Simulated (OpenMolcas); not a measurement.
**Sn⁺: RASSCF and RASPT2 terms and fine-structure levels, part 1 of 3**

Wanted: the level scheme of Sn⁺ from active-space wave functions, then second-order correlation under several settings.

The numbers are computed with OpenMolcas 26.06 (state-averaged RASSCF and RASPT2, spin-orbit coupling by RASSI with atomic mean-field integrals), except any that are marked as measured or tabulated.

### 1 The atom as given

- Species: Sn⁺ (tin, Z = 50, 49 electrons)
- Basis: ANO-RCC-VTZP [7s6p4d2f1g], 68 functions
- Scalar Hamiltonian: DKH2, point nucleus
- Inactive shells: 1s 2s 2p 3s 3p 3d 4s 4p 4d
- Active space: 3 electrons in 9 orbitals (RAS2 5s 5p; RAS3 5d, at most 2 electrons)
- Some configurations of this space: 5p3, 5s 5p2, 5s2 5p
- Orbitals: optimised for each spin and parity, averaged over the low roots

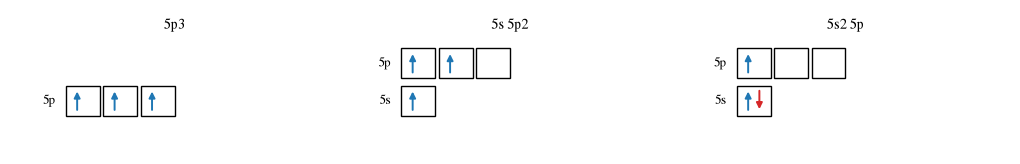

Outer shells as boxes.

The work runs as a chain of OpenMolcas steps in one folder; each step below is one input file. Labels, J, g values, rates, χT and fits are worked out afterwards by a script from the matrices that RASSI stores.

### 2 Basis and integrals

The input, a.inp:

```
&GATEWAY
Coord
1

Sn 0.0 0.0 0.0
Basis=ANO-RCC-VTZP
Group=XYZ
NoMove
AngMom=0.0 0.0 0.0
AMFI
&SEWARD
```

Log:

```text
Basis set label: SN.ANO-RCC...7S6P4D2F1G.

      Electronic valence basis set:
      ------------------
      Associated Effective Charge  50.000000 au
      Associated Actual Charge     50.000000 au
      Nuclear Model: Point charge

      Shell  nPrim  nBasis  Cartesian Spherical Contaminant
         s      22       7        X
         p      19       6        X
         d      13       4                 X
         f       5       2                 X
         g       3       1                 X
                  Relativistic Douglas-Kroll-Hess integrals:
                    - DKH order of Hamiltonian: 2
                    - DKH order of Properties : 0
                  Atomic mean-field integrals
```

### 3 Start orbitals from a smaller active space

The input, a.inp:

```
&RASSCF
FileOrb=start.orb
Symmetry=2
Spin=4
nActEl=3 0 0
Inactive=14 9
Ras2=1 3
CIRoot=1 1 1
SDav=1
CIMx=300
Iter=120 100
PrWF=0.3
OrbListing=Nothing
MaxOrb=0
Atom
>>> COPY $Project.JobIph JOBPRE
```

Its output is not shown; its orbitals start the next step.

### 4 Reference wave functions, quartets of odd parity, 1 root

The input, a.inp:

```
&RASSCF
FileOrb=start.orb
Symmetry=2
Spin=4
nActEl=3 0 2
Inactive=14 9
Ras2=1 3
Ras3=5 0
CIRoot=1 1 1
SDav=46
CIMx=300
Iter=120 100
PrWF=0.3
OrbListing=Nothing
MaxOrb=0
Thrs=2.0e-7 1.0e-1 5.0e-4
Atom
>>> COPY $Project.JobIph JOB001
```

Log, shortened:

```text
[...]
      Number of active orbitals                  9
[...]
      Spin quantum number                      1.5
[...]
      Active orbitals                            6   3
[...]
      Number of CSFs                            46
      Number of root(s) required                 1
[...]
 ###    WARNING: Problems in orbital optimization.                           ###
 ###                                                                         ###
 ###                                                                         ###
[...]
      Convergence after  4 iterations
[...]
      Natural orbitals and occupation numbers for root  1
      sym 1:   0.000000   0.006504   0.006504   0.006504   0.006504   0.006504
      sym 2:   0.989159   0.989159   0.989159
::    RASSCF root number  1 Total energy:  -6171.69434904
```

The warning on the orbital optimisation comes with active orbitals that are nearly full or empty in all roots, whose rotations are then almost redundant.

### 5 Reference wave functions, doublets of odd parity, 8 roots

The input, a.inp:

```
&RASSCF
FileOrb=start.orb
Symmetry=2
Spin=2
nActEl=3 0 2
Inactive=14 9
Ras2=1 3
Ras3=5 0
CIRoot=8 8 1
SDav=116
CIMx=300
Iter=120 100
PrWF=0.3
OrbListing=Nothing
MaxOrb=0
Thrs=2.0e-7 1.0e-1 5.0e-4
Atom
>>> COPY $Project.JobIph JOB002
```

Log, shortened:

```text
[...]
      Number of active orbitals                  9
[...]
      Spin quantum number                      0.5
[...]
      Active orbitals                            6   3
[...]
      Number of CSFs                           116
      Number of root(s) required                 8
[...]
      Convergence after  7 iterations
[...]
      Natural orbitals and occupation numbers for root  1
      sym 1:   1.924230   0.007403   0.000297   0.000297   0.007403   0.009725
      sym 2:   0.986307   0.032170   0.032170
      Natural orbitals and occupation numbers for root  2
      sym 1:   1.924230   0.007403   0.007403   0.009725   0.000297   0.000297
      sym 2:   0.032170   0.032170   0.986307
      Natural orbitals and occupation numbers for root  3
      sym 1:   1.924230   0.000297   0.007403   0.009725   0.007403   0.000297
      sym 2:   0.032170   0.986307   0.032170
::    RASSCF root number  1 Total energy:  -6172.22839536
::    RASSCF root number  2 Total energy:  -6172.22839536
[...]
::    RASSCF root number  5 Total energy:  -6171.72900170
::    RASSCF root number  6 Total energy:  -6171.72900170
::    RASSCF root number  7 Total energy:  -6171.72900170
::    RASSCF root number  8 Total energy:  -6171.72900170
```

### 6 Reference wave functions, quartets of even parity, 3 roots

The input, a.inp:

```
&RASSCF
FileOrb=start.orb
Symmetry=1
Spin=4
nActEl=3 0 2
Inactive=14 9
Ras2=1 3
Ras3=5 0
CIRoot=3 3 1
SDav=28
CIMx=300
Iter=120 100
PrWF=0.3
OrbListing=Nothing
MaxOrb=0
Thrs=2.0e-7 1.0e-1 5.0e-4
Atom
>>> COPY $Project.JobIph JOB003
```

Log, shortened:

```text
[...]
      Number of active orbitals                  9
[...]
      Spin quantum number                      1.5
[...]
      Active orbitals                            6   3
[...]
      Number of CSFs                            28
      Number of root(s) required                 3
[...]
      Convergence after  4 iterations
[...]
      Natural orbitals and occupation numbers for root  1
      sym 1:   0.997245   0.002412   0.002412   0.000010   0.004158   0.004158
      sym 2:   0.993430   0.002746   0.993430
      Natural orbitals and occupation numbers for root  2
      sym 1:   0.997245   0.004158   0.002412   0.000010   0.002412   0.004158
      sym 2:   0.993430   0.993430   0.002746
      Natural orbitals and occupation numbers for root  3
      sym 1:   0.997245   0.002412   0.004158   0.004158   0.002412   0.000010
      sym 2:   0.002746   0.993430   0.993430
::    RASSCF root number  1 Total energy:  -6172.04539243
::    RASSCF root number  2 Total energy:  -6172.04539243
::    RASSCF root number  3 Total energy:  -6172.04539243
```

### 7 Reference wave functions, doublets of even parity, 9 roots

The input, a.inp:

```
&RASSCF
FileOrb=start.orb
Symmetry=1
Spin=2
nActEl=3 0 2
Inactive=14 9
Ras2=1 3
Ras3=5 0
CIRoot=9 9 1
SDav=84
CIMx=300
Iter=120 100
PrWF=0.3
OrbListing=Nothing
MaxOrb=0
Thrs=2.0e-7 1.0e-1 5.0e-4
Atom
>>> COPY $Project.JobIph JOB004
```

Log, shortened:

```text
[...]
      Number of active orbitals                  9
[...]
      Spin quantum number                      0.5
[...]
      Active orbitals                            6   3
[...]
      Number of CSFs                            84
      Number of root(s) required                 9
[...]
      Convergence after  7 iterations
[...]
      Natural orbitals and occupation numbers for root  1
      sym 1:   1.146316   0.008229   0.001809   0.001809   0.008230   0.172166
      sym 2:   1.098981   0.281326   0.281134
      Natural orbitals and occupation numbers for root  2
      sym 1:   1.146279   0.172410   0.001601   0.003948   0.003950   0.010369
      sym 2:   0.826536   0.008647   0.826258
      Natural orbitals and occupation numbers for root  3
      sym 1:   1.146279   0.003952   0.001601   0.003947   0.172410   0.010369
      sym 2:   0.826681   0.826113   0.008647
::    RASSCF root number  1 Total energy:  -6171.97398415
::    RASSCF root number  2 Total energy:  -6171.97398415
[...]
::    RASSCF root number  6 Total energy:  -6171.88769876
::    RASSCF root number  7 Total energy:  -6171.85926358
::    RASSCF root number  8 Total energy:  -6171.85926358
::    RASSCF root number  9 Total energy:  -6171.85926358
```

### 8 RASSI: spin-orbit coupling between the states

The input, a.inp:

```
&RASSI
NrOfJobIphs=4 1 8 3 9
1
1 2 3 4 5 6 7 8
1 2 3
1 2 3 4 5 6 7 8 9
IphNames
JOB001
JOB002
JOB003
JOB004
EJob
SpinOrbit
DIPRint=1.0
SOCoupling=1000.0
Subsets=2
MEES
Property=10
'ANGMOM' 1 'ANGMOM' 2 'ANGMOM' 3 'MLTPL  1' 1 'MLTPL  1' 2 'MLTPL  1' 3
'AMFI' 1 'AMFI' 2 'AMFI' 3 'MLTPL  2' 6
SOProperty=3
'ANGMOM' 1 'ANGMOM' 2 'ANGMOM' 3
```

Log, shortened:

```text
[...]
Eigenvalues of complex Hamiltonian:
   -----------------------------------
  (Shifted by EMIN (a.u.) =      -6172.2283953605)
 SO State       Relative EMIN(au)   Rel lowest level(eV)    D:o, cm**(-1)     J-value
     1            -0.0114057218        0.0000000000              0.0000         0.4
     2            -0.0114057218        0.0000000000              0.0000         0.4
     3             0.0056915868        0.4652414699           3752.4255         1.0
     4             0.0056915868        0.4652414699           3752.4255         1.0
     5             0.0056915872        0.4652414808           3752.4256         1.3
     6             0.0056915872        0.4652414808           3752.4256         1.3
     7             0.1720288394        4.9915086977          40259.2327         0.4
     8             0.1720288394        4.9915086977          40259.2327         0.4
     9             0.1788386938        5.1768142757          41753.8230         1.0
    10             0.1788386938        5.1768142757          41753.8230         1.0
    11             0.1788386942        5.1768142853          41753.8231         1.3
[...]
```

These steps: 13 s of run time, 1 thread, shared host.

The roots that group into whole terms:

```tsv
configuration	term	E (cm-1)
5s2 5p	2P*	0.0
5s 5p2	4P	40165
5s 5p2	2D	55837
5s 5p2	2S	74774
```

Levels with spin-orbit coupling, from the RASSI matrices grouped by J:

| Configuration | Term | J | E (cm-1) | g | Leading % |
| --- | --- | --- | --- | --- | --- |
| 5s2 5p | 2P* | 1/2 | 0.0 | 0.666 | 100 |
| 5s2 5p | 2P* | 3/2 | 3752 | 1.334 | 100 |
| 5s 5p2 | 4P | 1/2 | 40259 | 2.666 | 99 |
| 5s 5p2 | 4P | 3/2 | 41754 | 1.734 | 100 |
| 5s 5p2 | 4P | 5/2 | 43799 | 1.597 | 99 |
| 5s 5p2 | 2D | 3/2 | 58190 | 0.802 | 100 |
| 5s 5p2 | 2D | 5/2 | 58578 | 1.205 | 99 |
| 5s 5p2 | 2S | 1/2 | 76841 | 1.855 | 88 |

The table of levels holds 8 of 13 computed; the rest, higher up, is left out.

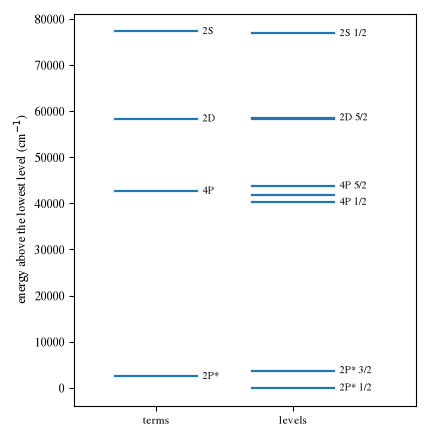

Terms (left) and the levels that spin-orbit coupling splits them into (right).

Orbitals of the lowest block:

```tsv
shell	space	energy (hartree)	mean occupation	⟨r²⟩ (bohr²)
1s	inactive	-1078.1919	2.000	0.00111
2s	inactive	-166.5134	2.000	0.0184
2p	inactive	-149.4003	6.000	0.0146
3s	inactive	-33.8879	2.000	0.130
3p	inactive	-28.1360	6.000	0.131
3d	inactive	-19.2451	10.000	0.116
4s	inactive	-6.2326	2.000	0.766
4p	inactive	-4.4072	6.000	0.901
4d	inactive	-1.6636	10.000	1.38
5s	RAS2		1.004	6.48
5p	RAS2		1.699	9.31
5d	RAS3		0.297	12.4
```

(Continued in part 2 of 3.)
